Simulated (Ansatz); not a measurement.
F2H3NSi

The calculation's input:

```
crystal:
  periodic: [false, false, false]
  atoms:
    - { symbol: Si, position_ang: [0.0, 0.0, 0.0] }
    - { symbol: "N", position_ang: [0.0, 0.0, 1.82] }
    - { symbol: H, position_ang: [-0.877, -0.2713, 2.35] }
    - { symbol: H, position_ang: [0.877, 0.2713, 2.35] }
    - { symbol: F, position_ang: [1.4994, 0.0, -0.5295] }
    - { symbol: F, position_ang: [-0.7489, 1.2974, -0.5295] }
    - { symbol: H, position_ang: [-0.6877, -1.1914, -0.4862] }
basis:
  gaussian: { orbitals: "6-31G*" }
hamiltonian:
  xc: lda
relax:
  f_tol: 0.02
  max_steps: 40
output:
  orbitals: {}
```

Command:

```sh
ansatz run input.yaml --threads 1 --pin off --max-ram 2048MiB --backend cpu --events-out ev --progress --plain --runs-dir out
```

The fields are those of the run's last geometry, not of the input's.

Method: RKS LDA/6-31G* (Ansatz).

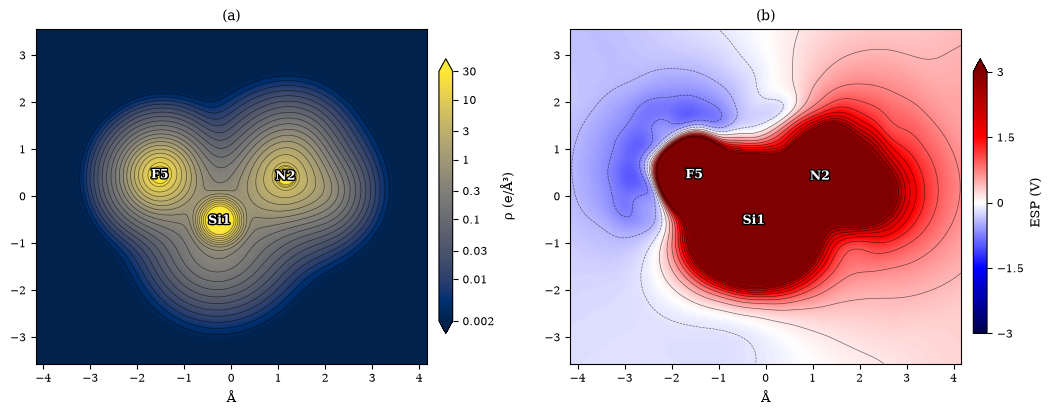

Figure 1. (a) electron density; (b) electrostatic potential on the plane of atoms N2, Si1 and F5.

> What does the map show?

Atoms in the plane: Si, N and F.
Si–F (1.60 Å): ρ is about 1.1 e/Å³ halfway.
Si–N (1.69 Å): ρ is about 1.2 e/Å³ halfway.
Outside the dense part of the molecule the potential is most negative (−1.0 V) near F5.

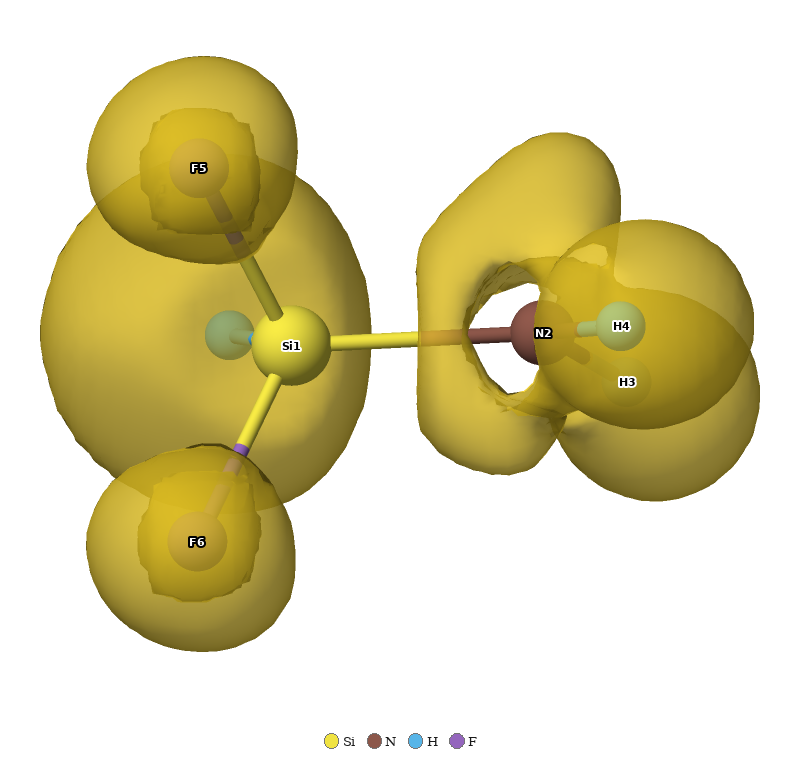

Figure 2. Isosurface of the ELF at 0.8 (yellow), seen from one side. Only the valence region is drawn (cores and ρ < 0.01 e/Å³ removed).

> Identify the bonds, lone pairs and shells in this picture.

The ELF exceeds this value in one region around a hydrogen nucleus, two regions wrapped around F (its lone pairs, merged into a ring or cap) and one joined region spread over several atoms (H, N), in which their bonds and any lone pairs are merged. Along the contacts the grid gives the following. Si–F (1.60 Å): the ELF peaks at about 0.85 in the valence shell of F, 0.6 Å from its nucleus, and is about 0.45 at the midpoint. Si–N (1.69 Å): the ELF peaks at about 0.90 between the atoms, as expected for a shared but strongly polarised pair.

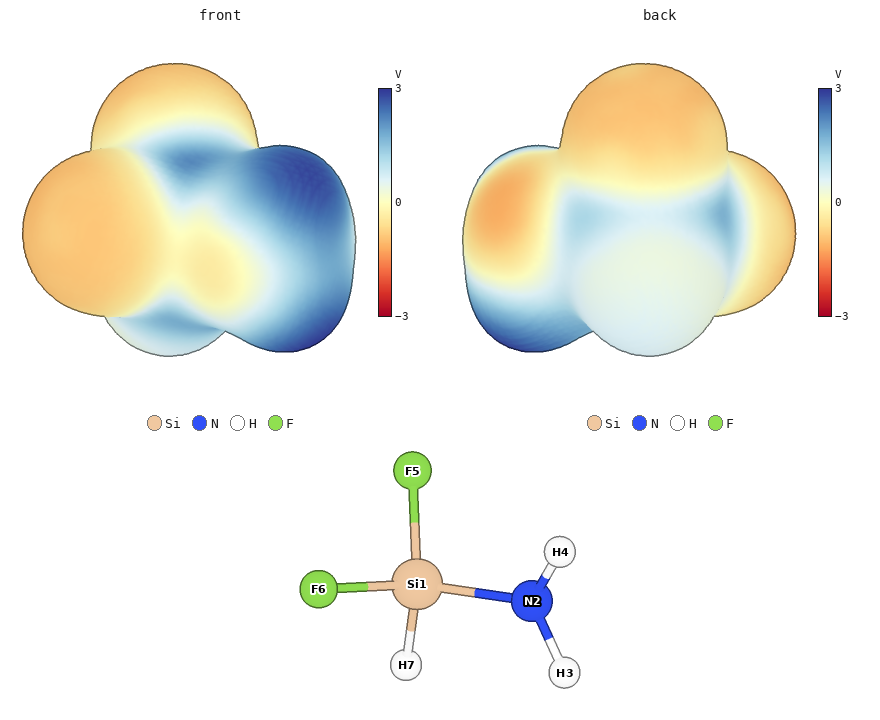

Figure 3. The electrostatic potential painted on the density surface at 0.004 e/bohr³, seen from the front and from behind; red is negative and blue positive. The bare structure is drawn below in the same view.

> Which sites attract a positive test charge, and which a negative one?

A positive charge is drawn to the negative regions and a negative charge to the positive ones. The most negative region (about −1.1 V) lies over N2, the most positive (about +2.9 V) over H3 and H4. N2 is the likeliest acceptor of a hydrogen bond.
